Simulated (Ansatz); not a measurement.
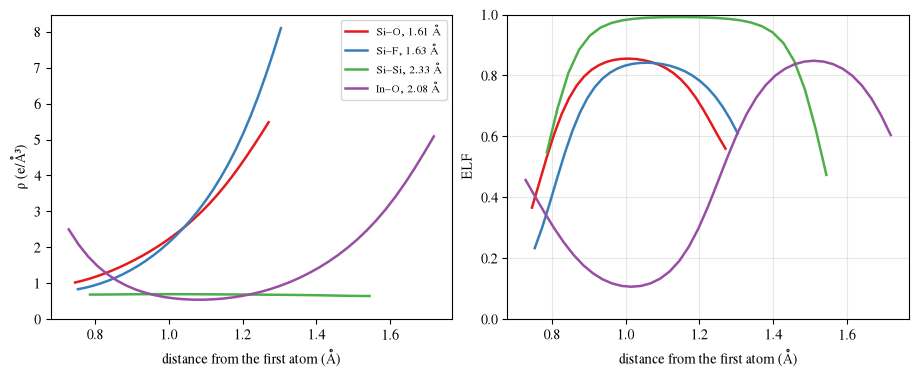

Figure 1: F2H3InOSi2. Electron density and electron localisation function along straight lines between neighbouring atoms. The curves leave out the atomic cores.

Geometry: B3LYP-D3(BJ)/def2-SVP; core potentials replace the inner electrons of In.

The calculation used Ansatz 0.2.0, isolated molecule in a Gaussian basis; Kohn-Sham density functional theory, functional PBE0.

```yaml
atoms:
  - { symbol: F, position_ang: [-2.7176, 0.1653, 1.9190] }
  - { symbol: F, position_ang: [-1.7333, -1.4214, 0.1560] }
  - { symbol: In, position_ang: [0.0381, -2.3392, 3.8451] }
  - { symbol: O, position_ang: [-0.3229, -0.9208, 2.3632] }
  - { symbol: Si, position_ang: [-1.3038, -0.2902, 1.2480] }
  - { symbol: Si, position_ang: [-0.3697, 1.5302, 0.1318] }
  - { symbol: H, position_ang: [0.8876, 1.1073, -0.5530] }
  - { symbol: H, position_ang: [-1.3068, 2.0867, -0.8872] }
  - { symbol: H, position_ang: [-0.0364, 2.6040, 1.1139] }
```

Q: Compare the contacts.

A: Si–O (1.61 Å): ρ is about 1.2 e/Å³ halfway; the ELF peaks at about 0.85 between the atoms; a polar covalent bond.
Si–F (1.63 Å): ρ is about 0.99 e/Å³ halfway; the ELF peaks at about 0.85 in the valence shell of F, 0.6 Å from its nucleus, and is about 0.45 at the midpoint.
Si–Si (2.33 Å): ρ at the midpoint is about 0.69 e/Å³; the ELF peaks at about 1 between the atoms (localised, covalent bonding).
In–O (2.08 Å): ρ is about 0.55 e/Å³ halfway; the ELF peaks at about 0.85 in the valence shell of O, 0.6 Å from its nucleus, and drops to about 0.10 between the two atoms.
